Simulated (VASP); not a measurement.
Band structure of Y (hcp). Computed with PBE GGA, VASP's PBE PAW potentials (set 64) (plane waves; VASP 6.6.1).

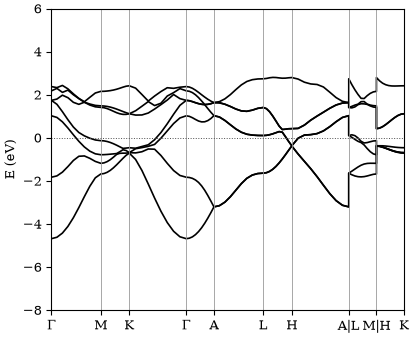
Fig. 1. Bands along high-symmetry lines, zero at the valence-band maximum or, without a gap, the Fermi level

### Question
Read the plot: is there a gap, and where are the band edges?

### Answer
It has no gap at this level: it comes out as a metal or semimetal. (Edges off the drawn lines would not show.)

The compound is Y in the hcp structure. It was relaxed first.
